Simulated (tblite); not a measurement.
# Run report: C5H5, geometry relaxation (part 2 of 2)

C5H5, multiplicity 2; GFN2-xTB geometry optimisation, gas phase (tblite 0.8.0). It belongs to a series of runs on one base structure; here: H removed from sp2 C.

Geometry of the input (Å):
```
C  -1.3786  0.4362  0.1680
C  -0.3592  -0.6295  0.2332
C  0.8836  -0.4964  -0.1837
C  2.1030  -1.0612  -0.3551
C  1.9753  0.1711  -0.7536
H  -1.0042  1.3563  -0.2872
H  -1.7462  0.6840  1.1700
H  -2.2322  0.1020  -0.4236
H  -0.6515  -1.5851  0.6805
H  2.4189  1.0272  -0.2709
```

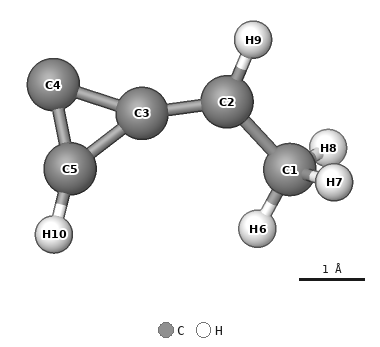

*The geometry at step 35 of the log (ball-and-stick view, seen at a tilt; atoms are numbered from 1 in the order of the input).*

**Trajectory as extended XYZ, continued**
```
10
Properties=species:S:1:pos:R:3:forces:R:3 step=22 energy=-354.46202
C    -1.3846    0.4423    0.1628    0.0070  -0.0090  -0.0170
C    -0.3830   -0.6565    0.2885    0.0230  -0.0260   0.0000
C     0.8870   -0.5740   -0.1144    0.0090   0.0190  -0.0170
C     2.1298   -1.1436   -0.6157    0.0020  -0.0480  -0.0040
C     2.0480    0.1925   -0.4124   -0.0070   0.0210  -0.0060
H    -0.9562    1.3231   -0.3063    0.0390   0.0260  -0.0100
H    -1.7672    0.7132    1.1478    0.0040   0.0050   0.0210
H    -2.2321    0.1042   -0.4325   -0.0580   0.0120  -0.0250
H    -0.7468   -1.5883    0.7007    0.0190  -0.0110   0.0300
H     2.4139    1.1918   -0.4409   -0.0390   0.0100   0.0270
10
Properties=species:S:1:pos:R:3:forces:R:3 step=23 energy=-354.46232
C    -1.3833    0.4425    0.1627   -0.0090  -0.0050  -0.0180
C    -0.3827   -0.6580    0.2891   -0.0070  -0.0040   0.0110
C     0.8866   -0.5752   -0.1148    0.0180   0.0240  -0.0170
C     2.1288   -1.1430   -0.6184    0.0140  -0.0350  -0.0050
C     2.0462    0.1932   -0.4125   -0.0070  -0.0100  -0.0090
H    -0.9519    1.3227   -0.3072    0.0150  -0.0030   0.0040
H    -1.7681    0.7155    1.1474    0.0250  -0.0060  -0.0070
H    -2.2314    0.1033   -0.4329   -0.0300   0.0320  -0.0130
H    -0.7464   -1.5889    0.7025    0.0150  -0.0160   0.0290
H     2.4112    1.1924   -0.4386   -0.0340   0.0230   0.0250
10
Properties=species:S:1:pos:R:3:forces:R:3 step=24 energy=-354.46258
C    -1.3825    0.4425    0.1622   -0.0170  -0.0030  -0.0160
C    -0.3825   -0.6591    0.2895   -0.0270   0.0130   0.0140
C     0.8865   -0.5755   -0.1156    0.0160   0.0160  -0.0130
C     2.1283   -1.1432   -0.6198    0.0180  -0.0150  -0.0060
C     2.0447    0.1936   -0.4133   -0.0040  -0.0300  -0.0080
H    -0.9486    1.3226   -0.3077   -0.0050  -0.0290   0.0140
H    -1.7683    0.7169    1.1472    0.0370  -0.0130  -0.0300
H    -2.2318    0.1034   -0.4335   -0.0020   0.0450  -0.0010
H    -0.7455   -1.5897    0.7045    0.0130  -0.0120   0.0260
H     2.4085    1.1932   -0.4361   -0.0290   0.0270   0.0200
10
Properties=species:S:1:pos:R:3:forces:R:3 step=25 energy=-354.46290
C    -1.3818    0.4424    0.1613   -0.0170  -0.0030  -0.0100
C    -0.3825   -0.6602    0.2902   -0.0350   0.0230   0.0100
C     0.8863   -0.5756   -0.1168    0.0070  -0.0020  -0.0070
C     2.1282   -1.1439   -0.6214    0.0130   0.0120  -0.0050
C     2.0430    0.1937   -0.4148    0.0020  -0.0390  -0.0030
H    -0.9445    1.3220   -0.3081   -0.0240  -0.0480   0.0180
H    -1.7677    0.7183    1.1464    0.0430  -0.0190  -0.0430
H    -2.2326    0.1044   -0.4343    0.0220   0.0540   0.0080
H    -0.7439   -1.5907    0.7074    0.0120   0.0000   0.0200
H     2.4045    1.1943   -0.4325   -0.0230   0.0230   0.0130
10
Properties=species:S:1:pos:R:3:forces:R:3 step=26 energy=-354.46325
C    -1.3810    0.4421    0.1602   -0.0080  -0.0070  -0.0010
C    -0.3828   -0.6614    0.2913   -0.0240   0.0200   0.0010
C     0.8858   -0.5759   -0.1183   -0.0050  -0.0250   0.0000
C     2.1281   -1.1445   -0.6237    0.0010   0.0360  -0.0020
C     2.0408    0.1937   -0.4166    0.0070  -0.0310   0.0050
H    -0.9398    1.3203   -0.3084   -0.0340  -0.0500   0.0120
H    -1.7664    0.7199    1.1448    0.0390  -0.0190  -0.0370
H    -2.2330    0.1064   -0.4353    0.0320   0.0530   0.0060
H    -0.7419   -1.5920    0.7114    0.0090   0.0150   0.0130
H     2.3990    1.1959   -0.4278   -0.0180   0.0090   0.0030
10
Properties=species:S:1:pos:R:3:forces:R:3 step=27 energy=-354.46356
C    -1.3801    0.4417    0.1591    0.0050  -0.0100   0.0060
C    -0.3833   -0.6625    0.2925   -0.0010   0.0040  -0.0080
C     0.8852   -0.5768   -0.1194   -0.0120  -0.0380   0.0040
C     2.1279   -1.1446   -0.6265   -0.0090   0.0440   0.0020
C     2.0388    0.1936   -0.4178    0.0080  -0.0120   0.0110
H    -0.9357    1.3179   -0.3087   -0.0300  -0.0310  -0.0030
H    -1.7646    0.7214    1.1426    0.0270  -0.0140  -0.0110
H    -2.2326    0.1091   -0.4362    0.0230   0.0390  -0.0050
H    -0.7401   -1.5928    0.7153    0.0030   0.0240   0.0080
H     2.3934    1.1976   -0.4234   -0.0130  -0.0050  -0.0040
10
Properties=species:S:1:pos:R:3:forces:R:3 step=28 energy=-354.46377
C    -1.3792    0.4412    0.1586    0.0130  -0.0090   0.0080
C    -0.3836   -0.6632    0.2934    0.0160  -0.0120  -0.0130
C     0.8847   -0.5782   -0.1198   -0.0100  -0.0360   0.0040
C     2.1275   -1.1439   -0.6291   -0.0100   0.0350   0.0050
C     2.0374    0.1936   -0.4179    0.0020   0.0050   0.0120
H    -0.9331    1.3155   -0.3091   -0.0160  -0.0040  -0.0160
H    -1.7630    0.7224    1.1408    0.0140  -0.0090   0.0170
H    -2.2316    0.1115   -0.4370    0.0070   0.0220  -0.0160
H    -0.7392   -1.5930    0.7182   -0.0040   0.0200   0.0070
H     2.3891    1.1988   -0.4207   -0.0100  -0.0120  -0.0070
10
Properties=species:S:1:pos:R:3:forces:R:3 step=29 energy=-354.46391
C    -1.3783    0.4406    0.1584    0.0120  -0.0030   0.0050
C    -0.3836   -0.6639    0.2939    0.0170  -0.0190  -0.0130
C     0.8843   -0.5798   -0.1197   -0.0030  -0.0230   0.0020
C     2.1271   -1.1429   -0.6312   -0.0010   0.0180   0.0060
C     2.0365    0.1937   -0.4171   -0.0060   0.0130   0.0080
H    -0.9318    1.3138   -0.3097   -0.0030   0.0150  -0.0220
H    -1.7618    0.7229    1.1399    0.0060  -0.0060   0.0320
H    -2.2307    0.1135   -0.4378   -0.0040   0.0070  -0.0190
H    -0.7390   -1.5927    0.7201   -0.0110   0.0100   0.0080
H     2.3862    1.1995   -0.4194   -0.0070  -0.0110  -0.0060
10
Properties=species:S:1:pos:R:3:forces:R:3 step=30 energy=-354.46401
C    -1.3775    0.4403    0.1584    0.0070   0.0050   0.0010
C    -0.3835   -0.6647    0.2940    0.0070  -0.0180  -0.0110
C     0.8841   -0.5815   -0.1195    0.0030  -0.0090   0.0000
C     2.1268   -1.1419   -0.6328    0.0110   0.0020   0.0050
C     2.0358    0.1939   -0.4161   -0.0130   0.0130   0.0020
H    -0.9310    1.3128   -0.3105    0.0050   0.0220  -0.0190
H    -1.7607    0.7231    1.1398    0.0050  -0.0060   0.0300
H    -2.2300    0.1150   -0.4387   -0.0060  -0.0030  -0.0140
H    -0.7392   -1.5924    0.7217   -0.0150  -0.0020   0.0090
H     2.3840    1.2000   -0.4188   -0.0040  -0.0040  -0.0040
10
Properties=species:S:1:pos:R:3:forces:R:3 step=31 energy=-354.46408
C    -1.3768    0.4401    0.1583    0.0010   0.0110  -0.0020
C    -0.3833   -0.6656    0.2939   -0.0060  -0.0100  -0.0080
C     0.8841   -0.5829   -0.1194    0.0040   0.0010  -0.0010
C     2.1269   -1.1411   -0.6337    0.0210  -0.0080   0.0050
C     2.0351    0.1942   -0.4154   -0.0150   0.0090  -0.0030
H    -0.9304    1.3124   -0.3115    0.0070   0.0180  -0.0100
H    -1.7596    0.7230    1.1403    0.0070  -0.0070   0.0170
H    -2.2297    0.1163   -0.4397    0.0000  -0.0070  -0.0030
H    -0.7395   -1.5921    0.7231   -0.0170  -0.0090   0.0080
H     2.3823    1.2004   -0.4184   -0.0020   0.0030  -0.0020
10
Properties=species:S:1:pos:R:3:forces:R:3 step=32 energy=-354.46414
C    -1.3764    0.4402    0.1582   -0.0010   0.0110  -0.0050
C    -0.3834   -0.6665    0.2934   -0.0140  -0.0020  -0.0050
C     0.8841   -0.5840   -0.1196    0.0020   0.0030   0.0000
C     2.1273   -1.1406   -0.6340    0.0220  -0.0120   0.0050
C     2.0344    0.1945   -0.4151   -0.0130   0.0050  -0.0060
H    -0.9299    1.3125   -0.3124    0.0060   0.0090   0.0000
H    -1.7586    0.7226    1.1410    0.0100  -0.0080   0.0000
H    -2.2296    0.1173   -0.4404    0.0070  -0.0060   0.0070
H    -0.7399   -1.5921    0.7243   -0.0160  -0.0090   0.0040
H     2.3809    1.2007   -0.4180   -0.0020   0.0090  -0.0020
10
Properties=species:S:1:pos:R:3:forces:R:3 step=33 energy=-354.46419
C    -1.3761    0.4404    0.1580    0.0000   0.0070  -0.0050
C    -0.3837   -0.6672    0.2928   -0.0140   0.0030  -0.0030
C     0.8841   -0.5848   -0.1199   -0.0020   0.0010   0.0010
C     2.1282   -1.1404   -0.6339    0.0160  -0.0100   0.0060
C     2.0335    0.1947   -0.4152   -0.0080   0.0030  -0.0060
H    -0.9295    1.3129   -0.3130    0.0030   0.0000   0.0090
H    -1.7575    0.7221    1.1417    0.0120  -0.0060  -0.0130
H    -2.2296    0.1180   -0.4409    0.0090  -0.0040   0.0140
H    -0.7404   -1.5922    0.7254   -0.0130  -0.0030  -0.0020
H     2.3798    1.2010   -0.4176   -0.0030   0.0110  -0.0020
10
Properties=species:S:1:pos:R:3:forces:R:3 step=34 energy=-354.46423
C    -1.3758    0.4407    0.1578    0.0040   0.0000  -0.0050
C    -0.3841   -0.6678    0.2922   -0.0060   0.0040  -0.0010
C     0.8840   -0.5854   -0.1202   -0.0050  -0.0040   0.0010
C     2.1292   -1.1402   -0.6334    0.0050  -0.0060   0.0080
C     2.0326    0.1950   -0.4155   -0.0010   0.0030  -0.0030
H    -0.9291    1.3132   -0.3134    0.0020  -0.0040   0.0130
H    -1.7565    0.7216    1.1421    0.0110  -0.0030  -0.0170
H    -2.2294    0.1185   -0.4410    0.0060  -0.0020   0.0140
H    -0.7410   -1.5923    0.7263   -0.0110   0.0030  -0.0070
H     2.3789    1.2013   -0.4173   -0.0060   0.0090  -0.0030
10
Properties=species:S:1:pos:R:3:forces:R:3 step=35 energy=-354.46426
C    -1.3755    0.4410    0.1575    0.0070  -0.0060  -0.0030
C    -0.3844   -0.6682    0.2917    0.0050   0.0010   0.0000
C     0.8839   -0.5859   -0.1205   -0.0050  -0.0070   0.0010
C     2.1300   -1.1401   -0.6329   -0.0050  -0.0010   0.0090
C     2.0317    0.1952   -0.4159    0.0040   0.0040  -0.0010
H    -0.9287    1.3134   -0.3134    0.0030  -0.0040   0.0120
H    -1.7556    0.7212    1.1420    0.0070   0.0010  -0.0130
H    -2.2291    0.1187   -0.4408    0.0000  -0.0020   0.0100
H    -0.7417   -1.5923    0.7267   -0.0080   0.0080  -0.0100
H     2.3781    1.2017   -0.4171   -0.0090   0.0050  -0.0050
10
Properties=species:S:1:pos:R:3:forces:R:3 step=36 energy=-354.46429
C    -1.3750    0.4410    0.1572    0.0080  -0.0090  -0.0020
C    -0.3847   -0.6685    0.2914    0.0120  -0.0020   0.0010
C     0.8838   -0.5865   -0.1206   -0.0030  -0.0070   0.0010
C     2.1306   -1.1400   -0.6324   -0.0090   0.0030   0.0090
C     2.0310    0.1954   -0.4162    0.0080   0.0050   0.0020
H    -0.9282    1.3135   -0.3133    0.0060  -0.0010   0.0070
H    -1.7546    0.7210    1.1418    0.0030   0.0040  -0.0040
H    -2.2287    0.1188   -0.4404   -0.0070  -0.0010   0.0030
H    -0.7426   -1.5921    0.7269   -0.0050   0.0080  -0.0120
H     2.3772    1.2021   -0.4170   -0.0110   0.0010  -0.0060
10
Properties=species:S:1:pos:R:3:forces:R:3 step=37 energy=-354.46432
C    -1.3743    0.4410    0.1569    0.0050  -0.0070   0.0010
C    -0.3848   -0.6689    0.2912    0.0150  -0.0040   0.0010
C     0.8837   -0.5873   -0.1205   -0.0010  -0.0040   0.0000
C     2.1310   -1.1398   -0.6320   -0.0090   0.0050   0.0080
C     2.0303    0.1957   -0.4163    0.0090   0.0030   0.0040
H    -0.9274    1.3135   -0.3130    0.0080   0.0010   0.0010
H    -1.7534    0.7208    1.1413    0.0000   0.0070   0.0060
H    -2.2283    0.1189   -0.4400   -0.0110  -0.0010  -0.0030
H    -0.7438   -1.5919    0.7270   -0.0030   0.0040  -0.0110
H     2.3759    1.2028   -0.4170   -0.0130  -0.0030  -0.0070
10
Properties=species:S:1:pos:R:3:forces:R:3 step=38 energy=-354.46435
C    -1.3736    0.4408    0.1566    0.0000  -0.0020   0.0030
C    -0.3847   -0.6694    0.2911    0.0100  -0.0040   0.0010
C     0.8838   -0.5882   -0.1204    0.0010   0.0000   0.0010
C     2.1312   -1.1395   -0.6316   -0.0020   0.0040   0.0060
C     2.0298    0.1960   -0.4162    0.0080   0.0000   0.0040
H    -0.9265    1.3134   -0.3128    0.0080   0.0010  -0.0030
H    -1.7523    0.7208    1.1410   -0.0030   0.0080   0.0120
H    -2.2281    0.1190   -0.4397   -0.0090   0.0000  -0.0060
H    -0.7451   -1.5917    0.7268    0.0000  -0.0030  -0.0100
H     2.3743    1.2034   -0.4172   -0.0130  -0.0040  -0.0070
10
Properties=species:S:1:pos:R:3:forces:R:3 step=39 energy=-354.46437
C    -1.3730    0.4406    0.1564   -0.0040   0.0030   0.0050
C    -0.3845   -0.6699    0.2910    0.0010  -0.0010   0.0000
C     0.8839   -0.5889   -0.1202    0.0010   0.0040   0.0020
C     2.1314   -1.1392   -0.6314    0.0050   0.0020   0.0040
C     2.0296    0.1961   -0.4159    0.0040  -0.0030   0.0020
H    -0.9257    1.3134   -0.3127    0.0060  -0.0020  -0.0050
H    -1.7514    0.7209    1.1408   -0.0030   0.0070   0.0110
H    -2.2282    0.1192   -0.4395   -0.0030   0.0020  -0.0050
H    -0.7461   -1.5916    0.7265    0.0020  -0.0090  -0.0080
H     2.3728    1.2039   -0.4176   -0.0100  -0.0030  -0.0060
10
Properties=species:S:1:pos:R:3:forces:R:3 step=40 energy=-354.46439
C    -1.3727    0.4405    0.1563   -0.0060   0.0070   0.0050
C    -0.3844   -0.6702    0.2909   -0.0070   0.0020  -0.0010
C     0.8840   -0.5894   -0.1201    0.0000   0.0050   0.0030
C     2.1317   -1.1390   -0.6310    0.0100  -0.0010   0.0030
C     2.0296    0.1962   -0.4155    0.0000  -0.0040   0.0010
H    -0.9248    1.3133   -0.3126    0.0030  -0.0060  -0.0050
H    -1.7507    0.7211    1.1410   -0.0020   0.0050   0.0070
H    -2.2283    0.1194   -0.4394    0.0040   0.0050  -0.0010
H    -0.7469   -1.5916    0.7261    0.0040  -0.0120  -0.0070
H     2.3714    1.2044   -0.4181   -0.0070   0.0000  -0.0050
10
Properties=species:S:1:pos:R:3:forces:R:3 step=41 energy=-354.46441
C    -1.3724    0.4406    0.1563   -0.0060   0.0080   0.0050
C    -0.3843   -0.6706    0.2907   -0.0120   0.0030  -0.0010
C     0.8841   -0.5899   -0.1200   -0.0020   0.0040   0.0050
C     2.1322   -1.1388   -0.6304    0.0110  -0.0050   0.0030
C     2.0296    0.1962   -0.4151   -0.0040  -0.0020  -0.0010
H    -0.9238    1.3131   -0.3127   -0.0010  -0.0080  -0.0040
H    -1.7499    0.7214    1.1413    0.0000   0.0030   0.0010
H    -2.2285    0.1197   -0.4394    0.0100   0.0070   0.0030
H    -0.7476   -1.5919    0.7255    0.0060  -0.0130  -0.0060
H     2.3696    1.2048   -0.4187   -0.0030   0.0030  -0.0040
10
Properties=species:S:1:pos:R:3:forces:R:3 step=42 energy=-354.46444
C    -1.3721    0.4407    0.1564   -0.0020   0.0060   0.0040
C    -0.3844   -0.6711    0.2904   -0.0130   0.0030  -0.0010
C     0.8841   -0.5905   -0.1199   -0.0040   0.0000   0.0060
C     2.1331   -1.1386   -0.6294    0.0070  -0.0090   0.0030
C     2.0295    0.1962   -0.4146   -0.0080   0.0020  -0.0020
H    -0.9226    1.3127   -0.3128   -0.0050  -0.0090  -0.0020
H    -1.7490    0.7219    1.1417    0.0010   0.0020  -0.0050
H    -2.2286    0.1203   -0.4392    0.0130   0.0090   0.0060
H    -0.7483   -1.5925    0.7246    0.0080  -0.0110  -0.0060
H     2.3673    1.2054   -0.4196    0.0020   0.0060  -0.0030
10
Properties=species:S:1:pos:R:3:forces:R:3 step=43 energy=-354.46447
C    -1.3719    0.4409    0.1566    0.0040   0.0010   0.0020
C    -0.3847   -0.6715    0.2900   -0.0070   0.0000  -0.0010
C     0.8841   -0.5910   -0.1198   -0.0050  -0.0030   0.0060
C     2.1341   -1.1385   -0.6281   -0.0010  -0.0100   0.0040
C     2.0292    0.1962   -0.4144   -0.0100   0.0080  -0.0020
H    -0.9215    1.3122   -0.3130   -0.0060  -0.0050  -0.0020
H    -1.7481    0.7224    1.1422    0.0020   0.0010  -0.0080
H    -2.2285    0.1211   -0.4389    0.0100   0.0100   0.0070
H    -0.7489   -1.5932    0.7234    0.0080  -0.0080  -0.0050
H     2.3651    1.2060   -0.4206    0.0060   0.0070  -0.0020
10
Properties=species:S:1:pos:R:3:forces:R:3 step=44 energy=-354.46449
C    -1.3716    0.4412    0.1569    0.0080  -0.0040   0.0000
C    -0.3850   -0.6719    0.2897    0.0000  -0.0050   0.0000
C     0.8840   -0.5915   -0.1195   -0.0040  -0.0050   0.0040
C     2.1349   -1.1384   -0.6269   -0.0090  -0.0070   0.0050
C     2.0287    0.1963   -0.4143   -0.0090   0.0110   0.0000
H    -0.9207    1.3118   -0.3131   -0.0050   0.0000  -0.0020
H    -1.7473    0.7229    1.1424    0.0010   0.0010  -0.0060
H    -2.2282    0.1219   -0.4386    0.0020   0.0080   0.0040
H    -0.7493   -1.5941    0.7223    0.0070  -0.0050  -0.0040
H     2.3633    1.2066   -0.4214    0.0070   0.0050  -0.0020
10
Properties=species:S:1:pos:R:3:forces:R:3 step=45 energy=-354.46451
C    -1.3712    0.4413    0.1571    0.0080  -0.0060  -0.0020
C    -0.3853   -0.6723    0.2894    0.0050  -0.0070   0.0020
C     0.8839   -0.5920   -0.1193   -0.0030  -0.0040   0.0020
C     2.1353   -1.1384   -0.6259   -0.0110  -0.0010   0.0040
C     2.0281    0.1965   -0.4143   -0.0060   0.0090   0.0020
H    -0.9202    1.3114   -0.3133   -0.0010   0.0050  -0.0020
H    -1.7466    0.7233    1.1425    0.0010   0.0020  -0.0030
H    -2.2278    0.1226   -0.4382   -0.0050   0.0040   0.0010
H    -0.7494   -1.5948    0.7214    0.0040  -0.0040  -0.0020
H     2.3621    1.2071   -0.4219    0.0060   0.0020  -0.0020
10
Properties=species:S:1:pos:R:3:forces:R:3 step=46 energy=-354.46452
C    -1.3708    0.4412    0.1571    0.0050  -0.0050  -0.0030
C    -0.3854   -0.6727    0.2893    0.0050  -0.0070   0.0020
C     0.8838   -0.5923   -0.1189   -0.0010  -0.0010   0.0000
C     2.1353   -1.1384   -0.6252   -0.0090   0.0050   0.0020
C     2.0275    0.1968   -0.4144   -0.0020   0.0050   0.0030
H    -0.9198    1.3112   -0.3135    0.0020   0.0060  -0.0010
H    -1.7462    0.7236    1.1425    0.0020   0.0020   0.0000
H    -2.2276    0.1232   -0.4379   -0.0090   0.0010  -0.0010
H    -0.7494   -1.5955    0.7207    0.0010  -0.0040   0.0000
H     2.3615    1.2075   -0.4223    0.0050  -0.0020  -0.0020
10
Properties=species:S:1:pos:R:3:forces:R:3 step=47 energy=-354.46453
C    -1.3704    0.4412    0.1571    0.0000  -0.0020  -0.0030
C    -0.3855   -0.6731    0.2893    0.0020  -0.0050   0.0020
C     0.8838   -0.5925   -0.1186   -0.0010   0.0020   0.0000
C     2.1351   -1.1383   -0.6247   -0.0030   0.0080   0.0010
C     2.0271    0.1970   -0.4143    0.0010   0.0000   0.0030
H    -0.9196    1.3112   -0.3137    0.0040   0.0030   0.0000
H    -1.7458    0.7239    1.1424    0.0030   0.0010   0.0010
H    -2.2276    0.1236   -0.4378   -0.0080   0.0000  -0.0010
H    -0.7493   -1.5960    0.7203   -0.0010  -0.0050   0.0020
H     2.3611    1.2077   -0.4226    0.0030  -0.0030  -0.0020
```

**Key numbers**

| quantity | value |
| --- | --- |
| outcome | converged |
| total energy | −354.4645 eV |
| hardware | 1 CPU thread, shared host |
| peak memory | 0.18 GiB |
